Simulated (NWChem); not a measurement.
# singlet [BCl2]+: levels of theory compared

We compute a comparison of 6 runs (BLYP/def2-TZVP, BHLYP/def2-TZVP, M06-L/def2-TZVP, PBE0/def2-TZVP, revPBE/def2-TZVP, CCSD/def2-TZVP) of singlet [BCl2]+. 

The calculation is run with NWChem 7.3.0.

### 1 Starting point

[BCl2]+ has 3 atoms, charge +1, and is taken as a singlet. As SMILES of the parent species, `Cl[B]Cl`. Geometry: relaxed at PBE0-D4/def2-TZVP. That shape belongs to the parent species and isn't relaxed for this state.

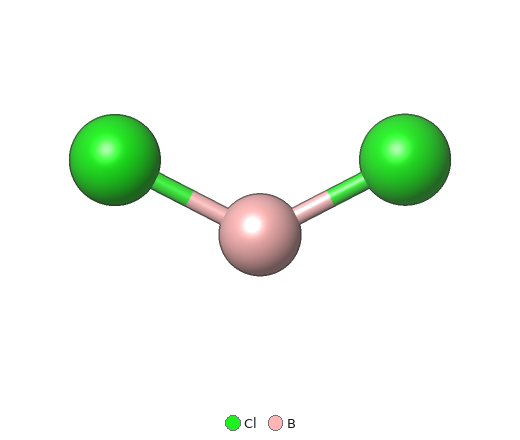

The structure, seen from a chosen angle (chlorine green, boron pink).

### 2 The energy at BLYP/def2-TZVP (run 1)

The input, bcl2.nw:

```
START bcl2
TITLE "BCl2"
memory stack 880 mb heap 220 mb global 1100 mb
charge 1

GEOMETRY noautosym nocenter noautoz
  Cl       0.371500      -1.525600       0.030000
  B       -0.463900      -0.050300      -0.256900
  Cl       0.081500       1.511100       0.213700
END

BASIS "ao basis" spherical bse
  * library def2-TZVP
END

DFT
  xc becke88 lyp
  grid fine
  convergence energy 1e-08
  iterations 100
  mulliken
  print low
END

TASK dft energy
```

Launch:

```sh
$ nwchem bcl2.nw > bcl2.out
```

The log of the run:

```text
[...]
 d= 0,ls=0.0,diis     1   -944.6910499654 -1.05D+03  2.17D-02  5.74D+00     1.7
[...]
 d= 0,ls=0.0,diis    12   -944.9626054282  6.96D-11  2.66D-07  1.35D-09    15.0
         Total DFT energy =     -944.962605428164
      One electron energy =    -1496.792238442698
           Coulomb energy =      509.669705197760
    Exchange-Corr. energy =      -60.199158059127
 Nuclear repulsion energy =      102.359085875901
[...]
      Total Density - Mulliken Population Analysis
     ---------------------------------------------
    Atom       Charge   Shell Charges
 -----------   ------   -------------------------------------------------------
    1 Cl  17    16.72   2.01  0.43  1.52  1.21  0.75  4.19  1.66  1.14  2.69  1.06  0.01  0.03  0.00
    2 B    5     4.57   0.91  1.06  0.57  0.37 -0.00  0.83  0.59  0.06  0.04  0.12  0.02
    3 Cl  17    16.72   2.01  0.43  1.52  1.21  0.75  4.19  1.66  1.14  2.69  1.06  0.01  0.03  0.00
[...]
```

Wall time 16 s (1 thread of AMD EPYC 9R14 (Zen 4), shared host); peak memory 0.12 GiB.

### 3 A single-point energy at BHLYP/def2-TZVP (run 2)

The input, work.nw:

```
start work
title "BCl2 BHLYP"
memory total 2200 mb
charge 1

geometry units angstroms noautosym nocenter noautoz
  Cl    0.371500   -1.525600    0.030000
  B    -0.463900   -0.050300   -0.256900
  Cl    0.081500    1.511100    0.213700
end

basis "ao basis" spherical bse
  * library def2-TZVP
end

dft
  xc bhlyp
  grid fine
  convergence energy 1e-08
  iterations 100
  mulliken
  noprint "final vectors analysis"
end

task dft energy
```

Launch:

```sh
$ nwchem work.nw > work.out
```

The log of the run:

```text
[...]
          Wavefunction type:  closed shell.
          No. of atoms     :     3
          No. of electrons :    38
[...]
          Charge           :     1
          Spin multiplicity:     1
[...]
          AO basis - number of functions:   105
[...]
              XC Information
              --------------
                        BHLYP Method XC Functional
                     Hartree-Fock (Exact) Exchange  0.500
                        Slater Exchange Functional  0.500 local
                    Becke 1988 Exchange Functional  0.500 non-local
              Lee-Yang-Parr Correlation Functional  1.000
[...]
 d= 0,ls=0.0,diis     1   -944.7143281694 -1.05D+03  1.43D-02  4.41D+00     1.7
[...]
 d= 0,ls=0.0,diis    10   -944.9476884657 -7.40D-09  6.16D-07  3.29D-09    12.7
         Total DFT energy =     -944.947688465748
      One electron energy =    -1496.771474649244
           Coulomb energy =      509.676992797729
    Exchange-Corr. energy =      -60.212292490135
 Nuclear repulsion energy =      102.359085875901
[...]
      Total Density - Mulliken Population Analysis
     ---------------------------------------------
    Atom       Charge   Shell Charges
 -----------   ------   -------------------------------------------------------
    1 Cl  17    16.75   2.01  0.44  1.52  1.17  0.78  4.19  1.68  1.10  2.74  1.06  0.02  0.04  0.00
    2 B    5     4.50   0.92  1.06  0.55  0.39 -0.01  0.75  0.61  0.03  0.05  0.15  0.02
    3 Cl  17    16.75   2.01  0.44  1.52  1.17  0.78  4.19  1.68  1.10  2.74  1.06  0.02  0.04  0.00
[...]
```

Wall time 14 s (1 thread of AMD EPYC 9R14 (Zen 4), shared host); peak memory 0.12 GiB.

Runs 3 to 5 aren't shown in full; the table further down has their settings and results.

### 4 A single-point energy at CCSD/def2-TZVP (run 6)

The input, bcl2.nw:

```
start bcl2
title "BCl2 ccsd"
memory 2200 mb
charge 1

geometry units angstrom noautosym nocenter noautoz
  Cl       0.371500      -1.525600       0.030000
  B       -0.463900      -0.050300      -0.256900
  Cl       0.081500       1.511100       0.213700
end

basis spherical bse
  * library def2-TZVP
end

scf
  nopen 0
  rhf
  thresh 1e-08
  maxiter 80
  print low
end

ccsd
  freeze core 11
  maxiter 60
end

task ccsd energy
```

Launch:

```sh
$ nwchem bcl2.nw > bcl2.out
```

The log of the run:

```text
[...]
  functions       =   105
[...]
  wavefunction    = RHF
[...]
         Total SCF energy =   -943.413358280450
      One-electron energy =  -1496.335673280209
      Two-electron energy =    450.563229123858
 Nuclear repulsion energy =    102.359085875901
        Time for solution =     20.7s
[...]
 Total MP2 energy:           -943.857752125017441
[...]
             energy      energy      error      ampl     ampl      Block
                                                time     time      time
[...]
 Total CCSD energy:           -943.890770435703189
[...]
```

It took 2.3 min on 1 thread of AMD EPYC 9R14 (Zen 4), shared host; peak memory 0.18 GiB.

### 5 The series

```csv
run,level,integration grid,iteration cap,energy (Eh),wall time
1,BLYP/def2-TZVP,fine,100,-944.962605,16 s
2,BHLYP/def2-TZVP,fine,100,-944.947688,14 s
3,M06-L/def2-TZVP,fine,100,-944.956034,19 s
4,PBE0/def2-TZVP,fine,100,-944.625305,15 s
5,revPBE/def2-TZVP,fine,100,-944.799773,16 s
6,CCSD/def2-TZVP,–,80,-943.890770,2.3 min
```

### 6 What came out

| quantity | value |
| --- | --- |
| run 6: total energy | -943.89077 Eh |
| run 6: correlation energy (11 core orbitals frozen) | -477.4 mEh |

What this shows: Over runs 3, 4, 5 the HOMO–LUMO gap runs from 3.10 eV (revPBE/def2-TZVP) to 5.27 eV (PBE0/def2-TZVP). Totals of different functionals can't be ranked against each other. All runs together took 3.6 min, the longest 2.3 min.
